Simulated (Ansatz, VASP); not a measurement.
# Cross-check of SbW between VASP and Ansatz

One calculation is typed for both programs; each brings its own data sets. How far apart do they land? The cell is invented: As first built, before any earlier steps moved the atoms (in the runner's words): it takes the AlRu structure with all of its atoms replaced by other elements, volume scaled by an estimate. It may not be a known or stable phase. The cell is taken from a series of VASP runs on this material, whose earlier steps may have relaxed, scaled or displaced it; both programs get it as it stands. Other levels of theory on this material are compared in a session of their own. Valence electrons are named where the data sets of a main pair hold unlike numbers.

Main program and level: Ansatz 0.2.0; plane waves, with VASP 6.6.1 beside it; band structure at LDA, band structure at PBEsol and band structure at PBE, spin-orbit coupling.

## 1. The structure

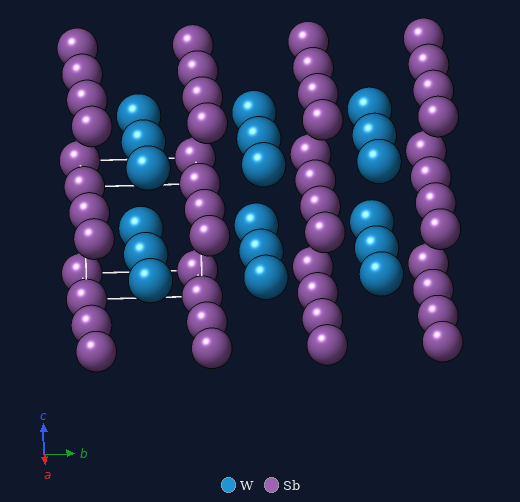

Start, viewed slightly off an axis; tungsten blue, antimony purple. 3×3×2 cells are drawn. Some periodic images of atoms are drawn too.

## 2. VASP: band structure, LDA

With cell and atoms fixed, the geometry can't cause a difference; cores, projectors, grids and the points listed under the comparison can.

Lines of VASP's logs that name or quote its potential files are left out, and so is its time.

The input, INCAR:

```
SYSTEM = SbW
PREC = Accurate
ENCUT = 400
EDIFF = 1E-06
NELM = 100
ISMEAR = 0
SIGMA = 0.02
LREAL = .FALSE.
ALGO = Normal
GGA = CA
LORBIT = 11
LWAVE = .FALSE.
LCHARG = .FALSE.
KPAR = 4
```

The input, POSCAR:

```
SbW
1.0
    3.3225044081      0.0000000000      0.0000000000
    0.0000000000      3.3225044081      0.0000000000
    0.0000000000      0.0000000000      3.3225044081
W Sb
1 1
Direct
    0.5000000000      0.5000000000      0.5000000000
    0.0000000000      0.0000000000      0.0000000000
```

The input, KPOINTS:

```
Automatic mesh
0
Gamma
4 4 4
0 0 0
```

The input, KPOINTS_OPT:

```
Line mode
16
Line-mode
Reciprocal
  0.00000000   0.00000000   0.00000000 GAMMA
  0.00000000   0.50000000   0.00000000 X

  0.00000000   0.50000000   0.00000000 X
  0.50000000   0.50000000   0.00000000 M

  0.50000000   0.50000000   0.00000000 M
  0.00000000   0.00000000   0.00000000 GAMMA

  0.00000000   0.00000000   0.00000000 GAMMA
  0.50000000   0.50000000   0.50000000 R

  0.50000000   0.50000000   0.50000000 R
  0.00000000   0.50000000   0.00000000 X

  0.50000000   0.50000000   0.00000000 M
  0.50000000   0.50000000   0.50000000 R
```

The projector-augmented-wave data sets are W and Sb (PBE family, release 64).

Command:

```bash
> mpirun -np 4 vasp_std
```

Numbers of over 12 decimals in the logs are rounded to 6 here.

The program printed:

```text
[banner, memory and clock lines left out]
running    4 mpi-ranks, on    1 nodes
 distrk:  each k-point on    1 cores,    4 groups
 distr:  one band on    1 cores,    1 groups

 POSCAR found type information on POSCAR W Sb
 POSCAR found :  2 types and       2 ions
|                                                                             |
|               ----> ADVICE to this user running VASP <----                  |
|                                                                             |
|     You enforced a specific xc type in the INCAR file but a different       |
|     [... a line on the potential file left out ...]
|     I HOPE YOU KNOW WHAT YOU ARE DOING!                                     |
|                                                                             |

 LDA part: xc-table for (Slater(with rela. corr.)+CA(PZ))
 , standard interpolation
 POSCAR, INCAR and KPOINTS ok, starting setup
 FFT: planning ... GRIDC
 FFT: planning ... GRID_SOFT
 FFT: planning ... GRID
 WAVECAR not read
 entering main loop
       N       E                     dE             d eps       ncg     rms          rms(c)
DAV:   1     0.232276169829E+02    0.23228E+02   -0.34492E+03   180   0.743E+02
DAV:   2    -0.162309918414E+02   -0.39459E+02   -0.37982E+02   238   0.163E+02
DAV:   3    -0.185622622672E+02   -0.23313E+01   -0.22191E+01   227   0.346E+01
DAV:   4    -0.186170076212E+02   -0.54745E-01   -0.53946E-01   268   0.493E+00
DAV:   5    -0.186176646803E+02   -0.65706E-03   -0.65555E-03   259   0.458E-01    0.186E+01
DAV:   6    -0.180019683772E+02    0.61570E+00   -0.28292E+00   240   0.104E+01    0.746E+00
DAV:   7    -0.179243827090E+02    0.77586E-01   -0.15503E-01   224   0.235E+00    0.416E+00
DAV:   8    -0.179044997320E+02    0.19883E-01   -0.41714E-02   209   0.150E+00    0.282E-01
DAV:   9    -0.179040628895E+02    0.43684E-03   -0.26802E-03   220   0.317E-01    0.107E-01
DAV:  10    -0.179039927841E+02    0.70105E-04   -0.99897E-05   187   0.877E-02    0.170E-02
DAV:  11    -0.179039910673E+02    0.17168E-05   -0.12994E-05   215   0.217E-02    0.666E-03
DAV:  12    -0.179039910275E+02    0.39798E-07   -0.53739E-07    99   0.653E-03
   1 F= -.17903991E+02 E0= -.17902004E+02  d E =-.397306E-02
 Start KPOINTS_OPT (optional k-point list driver)
k-point batch [1-10\96]
       N       E                     dE             ncg
DAV:   1     0.104644902144E+04    0.52592E+03      180
DAV:   2     0.632439240208E+03   -0.41401E+03      230
DAV:   3     0.611412374546E+03   -0.21027E+02      227
DAV:   4     0.610722831500E+03   -0.68954E+00      202
DAV:   5     0.610702786076E+03   -0.20045E-01      216
DAV:   6     0.610702315329E+03   -0.47075E-03      223
DAV:   7     0.610702300235E+03   -0.15094E-04      207
DAV:   8     0.610702299654E+03   -0.58194E-06      160
[...]
k-point batch [91-96\96]
       N       E                     dE             ncg
DAV:   1     0.221168356417E+04   -0.21815E+04      108
DAV:   2     0.201523658846E+04   -0.19645E+03      122
DAV:   3     0.200478580872E+04   -0.10451E+02      144
DAV:   4     0.200436759967E+04   -0.41821E+00      154
DAV:   5     0.200436401118E+04   -0.35885E-02      167
DAV:   6     0.200436399364E+04   -0.17544E-04      155
DAV:   7     0.200436399356E+04   -0.80635E-07      131
```

Parts of OUTCAR (step 2):

```text
ion  position               nearest neighbor table
   1  0.500  0.500  0.500-   2 2.88   2 2.88   2 2.88   2 2.88   2 2.88   2 2.88   2 2.88   2 2.88

  LATTYP: Found a simple cubic cell.
 ALAT       =     3.3225044081

 Subroutine GETGRP returns: Found 48 space group operations
 (whereof 48 operations were pure point group operations)

The static configuration has the point symmetry O_h .

 Found     10 irreducible k-points:

   k-points           NKPTS =     10   k-points in BZ     NKDIM =     10   number of bands    NBANDS=      9

   dimension x,y,z NGX =    24 NGY =   24 NGZ =   24
   dimension x,y,z NGXF=    48 NGYF=   48 NGZF=   48

   ENCUT  =  400.0 eV  29.40 Ry    5.42 a.u.   5.42  5.42  5.42*2*pi/ulx,y,z

   NELECT =      11.0000    total number of electrons

 k-points in reciprocal lattice and weights: Automatic mesh
   0.00000000  0.00000000  0.00000000       0.016
   0.25000000  0.00000000  0.00000000       0.094
   0.50000000  0.00000000  0.00000000       0.047
   0.25000000  0.25000000  0.00000000       0.188
   0.50000000  0.25000000  0.00000000       0.188
   0.50000000  0.50000000  0.00000000       0.047
   0.25000000  0.25000000  0.25000000       0.125
   0.50000000  0.25000000  0.25000000       0.188
   0.50000000  0.50000000  0.25000000       0.094
   0.50000000  0.50000000  0.50000000       0.016

 average (electrostatic) potential at core
       1 -35.3138       2 -82.4295

 E-fermi :   9.9621

 k-point     1 :       0.0000    0.0000    0.0000
  band No.  band energies     occupation
      1      -3.6507      2.00000
      2       6.8067      2.00000
      3       6.8067      2.00000
      4      10.5209      0.00000
      5      10.5209      0.00000
      6      10.5209      0.00000
      7      10.7614      0.00000
      8      10.7614      0.00000
    ...

 k-point     2 :       0.2500    0.0000    0.0000
  band No.  band energies     occupation
      1      -2.7165      2.00000
      2       4.7879      2.00000
      3       7.0807      2.00000
      4       8.3510      2.00000
      5       8.3510      2.00000
      6      10.1212      0.00000
      7      10.7957      0.00000
      8      13.8040      0.00000
      9      13.8040      0.00000

 k-point     3 :       0.5000    0.0000    0.0000
  band No.  band energies     occupation
      1      -0.9213      2.00000
      2       1.7100      2.00000
      3       7.3982      2.00000
      4       7.4985      2.00000
      5       7.4985      2.00000
      6      10.8306      0.00000
      7      12.1517      0.00000
      8      15.7797      0.00000
      9      17.1543      0.00000

  Total       -1.9030281     -1.9030281     -1.9030281      0.0000000      0.0000000     -0.0000000
  in kB      -83.1302486    -83.1302486    -83.1302486      0.0000000      0.0000000     -0.0000000
  external PRESSURE =     -83.1302486 kB  Pullay stress =       0.0000000 kB

  energy-cutoff  :      400.00
  volume of cell :       36.68
      direct lattice vectors                 reciprocal lattice vectors
     3.322504408  0.000000000  0.000000000     0.300977780  0.000000000  0.000000000
     0.000000000  3.322504408  0.000000000     0.000000000  0.300977780  0.000000000
     0.000000000  0.000000000  3.322504408     0.000000000  0.000000000  0.300977780

 POSITION                                       TOTAL-FORCE (eV/Angst)
 -----------------------------------------------------------------------------------
      1.66125      1.66125      1.66125         0.000000      0.000000      0.000000
      0.00000      0.00000      0.00000         0.000000      0.000000      0.000000
 -----------------------------------------------------------------------------------
    total drift:                                0.000000     -0.000000     -0.000000

  FREE ENERGIE OF THE ION-ELECTRON SYSTEM (eV)
  ---------------------------------------------------
  free  energy   TOTEN  =       -17.9039910275 eV

  energy  without entropy=      -17.9000179639  energy(sigma->0) =      -17.90200450

 total charge
# of ion       s       p       d       tot
------------------------------------------
    1        0.498   0.438   4.276   5.212
    2        1.115   1.306   0.107   2.528
--------------------------------------------------
tot          1.612   1.745   4.383   7.740

[... 3 further parts left out ...]
```

This run has no spin polarisation. Its electron count is odd, so without a moment it is a metal by construction. The k-mesh is coarse for a metal. Spin-orbit coupling is off here; with elements this heavy it splits and shifts levels by tenths of an eV or more. The PAW data sets were made with PBE, though LDA sets exist; pressures can shift by 1 GPa and more with it. At this level the cell is under a tension of 8.3 GPa, so at these settings it is away from equilibrium. The data set W keeps the semicore shell frozen, which is cheaper and a little less accurate.

## 3. Ansatz: band structure, LDA

Ansatz runs on its default PAW (the set named soft_2) files.

The same cell, functional (in two slightly different forms), mesh and smearing now go to Ansatz, which takes its cutoff from its data sets.

The input, input.yaml:

```yaml
crystal:
  lattice:
    - [3.3225044081, 0.0, 0.0]
    - [0.0, 3.3225044081, 0.0]
    - [0.0, 0.0, 3.3225044081]
  atoms:
    - { symbol: W, position: [0.5, 0.5, 0.5] }
    - { symbol: Sb, position: [0.0, 0.0, 0.0] }
hamiltonian:
  xc: lda
  pseudopotentials: { kind: paw }
kpoints:
  mp_grid: { grid: [4, 4, 4] }
  band_path:
    path:
      - [0.0, 0.0, 0.0]
      - [0.0, 0.1, 0.0]
      - [0.0, 0.2, 0.0]
      - [0.0, 0.3, 0.0]
      - [0.0, 0.43333, 0.0]
      - [0.0, 0.5, 0.0]
      - [0.1, 0.5, 0.0]
      - [0.2, 0.5, 0.0]
      - [0.33333, 0.5, 0.0]
      - [0.43333, 0.5, 0.0]
      - [0.5, 0.5, 0.0]
      - [0.36667, 0.36667, 0.0]
      - [0.26667, 0.26667, 0.0]
      - [0.16667, 0.16667, 0.0]
      - [0.06667, 0.06667, 0.0]
      - [0.03333, 0.03333, 0.03333]
      - [0.13333, 0.13333, 0.13333]
      - [0.23333, 0.23333, 0.23333]
      - [0.33333, 0.33333, 0.33333]
      - [0.46667, 0.46667, 0.46667]
      - [0.46667, 0.5, 0.46667]
      - [0.36667, 0.5, 0.36667]
      - [0.23333, 0.5, 0.23333]
      - [0.13333, 0.5, 0.13333]
      - [0.03333, 0.5, 0.03333]
      - [0.5, 0.5, 0.03333]
      - [0.5, 0.5, 0.16667]
      - [0.5, 0.5, 0.26667]
      - [0.5, 0.5, 0.36667]
      - [0.5, 0.5, 0.5]
    npoints: 1
scf:
  occupations: { method: gaussian, width: 0.02 }
  n_extra_bands: 7
output:
  forces: true
  stress: true
  eigenvalues: true
  write_density: true
  write_potential: true
  elf: true
  volumetric_format: npy
```

Command:

```bash
> ansatz run input.yaml --threads 2 --pin off --max-ram 4608MiB --backend cpu --events-out ev --progress --plain --runs-dir out
```

The program printed:

```text
scf.n_extra_bands = 7 over 15 filled bands (N_el = 29.0): the run solves 22 bands
Engine: ansatz 0.2.0, aarch64-unknown-linux-gnu
Pseudopotentials: kind: paw
Pseudopotential: W, paw, valence charge 14, recommended cutoff 420 eV (normal), W.paw.azcp
Pseudopotential: Sb, paw, valence charge 15, recommended cutoff 420 eV (normal), Sb.paw.azcp
Functional definition: SPW92
  exchange = slater_x
  correlation = pw_c
Crystal: 2 atoms, lattice volume = 36.677 Å³
Basis set: ecut = 420 eV, 739 PW (Γ)
Bands: 22, of which v1, the nominal top of the filled ones, is band 15 counted from 1 (14 counted from 0)
Symmetry: 48 space group operations
Space group: Pm-3m (ITA 221), of the structure as read, at distance tolerance 3.3e-5 Å
k-points: 10 of 64
Non-local potential: W, projectors of the file, l = 0: 3, l = 1: 2, l = 2: 2, l = 3: 1
Non-local potential: Sb, projectors of the file, l = 0: 2, l = 1: 2, l = 2: 2, l = 3: 2
PAW form: soft (Blöchl's): semilocal exchange-correlation on the pseudo side does not see the compensation charge
PAW frozen core: W, regenerated for the run's functional, and the local potential with it (the file was generated under x = pbe(κ = 0.804, μ = 0.219515), c = pbe(β = 0.066725))
PAW frozen core: Sb, regenerated for the run's functional, and the local potential with it (the file was generated under x = pbe(κ = 0.804, μ = 0.219515), c = pbe(β = 0.066725))
PAW one-centre angular grid: W, 590 points (default); XC on 64 Gauss nodes
PAW one-centre angular grid: Sb, 590 points (default); XC on 64 Gauss nodes
Initial density: superposition of atomic densities (neutral atoms: chi_scale 0, normalization atom), corrected by the library's trained network
Initial wavefunctions: pseudopotential atomic-orbital guess
Functional: x = slater, c = lda
SCF iter   1: F=—  HF=-16464.520378 eV  |F-HF|=—  |Δ(HF+E_count)|=         —  Δρ=1.17e-2  dr2=2.37e-2  ethr=1.77e-3  ⟨swp⟩=6.5  Hψ=1168  notcnv=0
preconditioner: auto → none  [metal: Δε(μ)=0.010 eV  Ē_g=10.432 eV  σ=0.020 eV  W_gap=0.28  n_scr=6 (ndim 8)  ℏωp=20.3 eV  f_vac=0.000  D(μ)=19.84/eV (n_scr^D=618)  sad-step TF]
SCF iter   2: F=—  HF=-16464.517140 eV  |F-HF|=—  |Δ(HF+E_count)|=   3.24e-3  Δρ=6.71e-3  dr2=1.11e-2  ethr=8.18e-5  ⟨swp⟩=1.6  Hψ=317  notcnv=0  defer=9
SCF iter   3: F=—  HF=-16464.514340 eV  |F-HF|=—  |Δ(HF+E_count)|=   2.80e-3  Δρ=6.77e-4  dr2=9.18e-5  ethr=3.83e-5  ⟨swp⟩=2.0  Hψ=280  notcnv=0  defer=13
SCF iter   4: F=—  HF=-16464.514280 eV  |F-HF|=—  |Δ(HF+E_count)|=   5.99e-5  Δρ=2.13e-4  dr2=1.13e-5  ethr=3.17e-7  ⟨swp⟩=2.0  Hψ=287  notcnv=0  defer=13
SCF iter   5: F=—  HF=-16464.514280 eV  |F-HF|=—  |Δ(HF+E_count)|=   5.14e-7  Δρ=5.48e-5  dr2=9.15e-7  ethr=3.90e-8  ⟨swp⟩=2.6  Hψ=285  notcnv=0  defer=13
SCF iter   6: F=-16464.514279 eV  HF=-16464.514279 eV  |F-HF|=5.84e-9  |Δ(HF+E_count)|=   8.63e-8  Δρ=6.93e-6  dr2=1.04e-8  ethr=3.45e-10  ⟨swp⟩=12.7  Hψ=1425  notcnv=0
SCF 1 converged in 6 iterations: F = -16464.514279 eV  dr2 = 1.04e-8
  greatest PAW one-centre occupation: 1.000 electrons in one spin orbital (limit 2), on the W atom at site 0 (counted from 0), in its partial waves of l = 0
NSCF: frozen V_eff on 30 k-points
SCF converged after 6 iterations
Free energy (F): -16464.514279 eV
Harris-Foulkes:  -16464.514279 eV  (|F-HF|=5.84e-9)
Internal energy: -16464.510322 eV  (E = F + TS)
E sigma→0 (E₀):  -16464.512301 eV
Entropy (-TS):   -0.003958 eV (-1.979 meV/atom)
Fermi energy:    18.634182 eV
--- Per-component energies (eV) ---
  E_band       = -178.714861
  E_kinetic    = 662.335062
  E_local      = -1836.724400  (includes V_loc(G=0)·N_el)
  E_nonlocal   = 377.131187
  E_hartree    = 793.755139
  E_xc         = -403.724321
  E_vxc        = -337.525962  (∫ρ·V_xc dr)
  E_paw        = -12739.784966  (= ΣΔE_a)
  E_vpaw       = -631.438102  (= ΣTr[D̂ρ^β])
  E_aug_tail   = -0.000067  (compensation charges beyond the density's cutoff)
  E_ewald      = -3318.339932
  E_core_change = 0.841976  (= ΣΔE_core)
  E_smearing   = -0.003958  (= −TS)
  E_closure    = 0.000000  (closes the sum)
  Σ components = -16464.514279   (vs F -16464.514279, Δ=0.00e0)
--- Forces (eV/Å), atoms counted from 1 ---
  atom   1  W      0.00000000    -0.00000000    -0.00000000
  atom   2  Sb    -0.00000000     0.00000000     0.00000000
  max |Σ_I F_I| component: 6.53e-29 eV/Å
--- Stress (GPa, compression-positive) ---
       -8.986423      -0.000000      -0.000000
        0.000000      -8.986423       0.000000
        0.000000      -0.000000      -8.986423
  P = ⅓ Tr σ = -8.9864 GPa (-89.864 kbar)
--- Band table (eV; the first three rows and the last of 10) ---
  k-point 0: bands = [... 11 lower, 15.4958, 19.1493, 19.1493, 19.1493, 19.4327, 19.4327, 19.4327, 23.1259, ... 3 higher]
  k-point 1: bands = [... 11 lower, 15.7660, 17.0164, 17.0164, 18.7594, 19.4670, 22.4341, 22.4341, 25.4059, ... 3 higher]
  k-point 2: bands = [... 11 lower, 16.0802, 16.1690, 16.1690, 19.5020, 20.8109, 24.4547, 25.7423, 25.7539, ... 3 higher]
  k-point 9: bands = [... 11 lower, 12.4905, 12.4905, 20.8508, 20.8508, 20.8508, 21.1170, 21.1170, 23.2467, ... 3 higher]
```

Wall time 1.5 s (2 threads of Arm Neoverse N1, shared host); peak memory 0.28 GiB; 2.4 s of CPU time.

Reading the cycles: dr2 is the Hartree energy of the density residual (eV), the measure of convergence; HF is the Harris–Foulkes estimate of the energy, which meets the free energy F at convergence.

## 4. Comparison

Known differences besides the potentials themselves: the two LDA forms differ slightly; the data sets hold 29 valence electrons in Ansatz (on its default PAW (the set named soft_2) files) and 11 in VASP; the cutoff is 420 eV in Ansatz and 400 eV in VASP; Ansatz makes its cores anew for this functional, VASP keeps those of its PBE data sets; VASP's log shows a relativistic correction to its local exchange, Ansatz's none. Total energies have different zeros and are not compared.

The two programs side by side:

```tsv
quantity	Ansatz	VASP	difference
pressure (GPa)	-8.99	-8.31	-0.67
pressure without Ansatz's Pulay correction (GPa)	-9.05	-8.31	-0.73
```

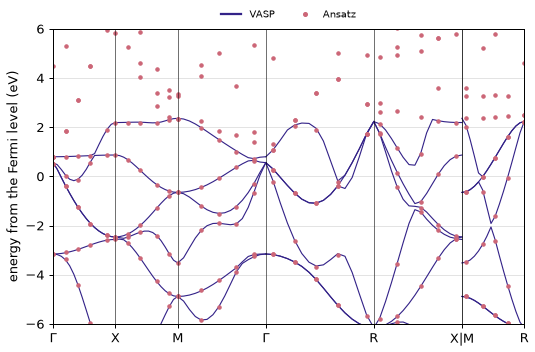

Bands from VASP (lines) and levels from Ansatz (dots). Dots without a line are higher empty bands that the VASP plot leaves out.

Levels from 3 eV below to 2 eV above the Fermi level differ by 19 meV r.m.s. and 70 meV at most; each VASP level is matched to the nearest of Ansatz, which flatters the figure a little. Ansatz's pressure holds a Pulay correction of 0.06 GPa; VASP's holds none.

(Part 1 of 2 ends here.)

[Lines on the potential files, build, host, timing and source positions are cut from VASP's logs without a mark.]

[Logs are printed without paths, hosts, clocks, repeated set-up lines and the standing remarks that a program may print on its own settings, such as how far it seeks lower states.]

[Hosts, paths, dates, database ids (printed as entryN), source tags and the programs' standing remarks are cut or masked in the printed files.]
